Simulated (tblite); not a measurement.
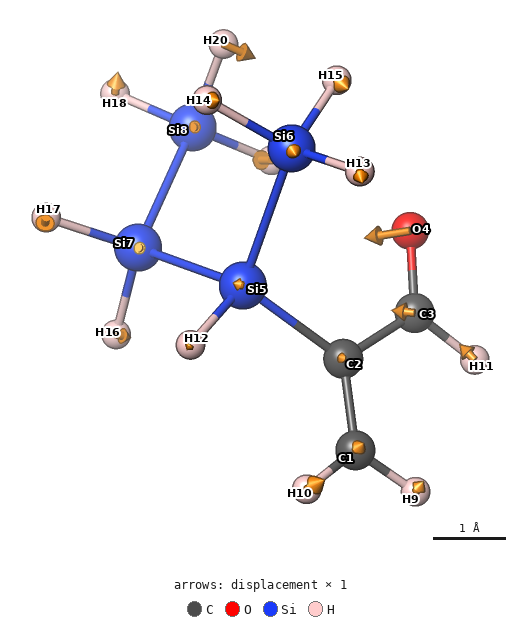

A relaxation of C$_{3}$H$_{12}$OSi$_{4}$. The starting structure is drawn; orange arrows show the displacements, at their true length. The two geometries are superimposed by the best rigid fit.

Style: ball-and-stick. Shown from a free direction.

Computed with tblite, GFN2-xTB geometry optimisation, gas phase. 

Describe the change and its energy.

The energy falls by 5.69 kcal/mol in 133 geometry steps. The O atom moves most after the best rigid fit: 0.72 Å. Largest moves by element: O 0.72 Å, H 0.55 Å, C 0.36 Å, Si 0.25 Å. Near-neighbour distances that change, for instance: C–Si 1.851 → 1.903 Å, Si–Si 2.293 → 2.334 Å, Si–Si 2.281 → 2.314 Å, H–Si 1.494 → 1.466 Å. Among the angles between lasting bonds that change: Si–Si–Si 109.1° → 118.1°, Si–Si–H 107.5° → 114.6°, C–Si–Si 113.0° → 106.2°. Groups turn about Si–Si by about 25°. Cost: 11 s on 1 thread of Intel(R) Xeon(R) Processor @ 2.50GHz, with other jobs on the host.
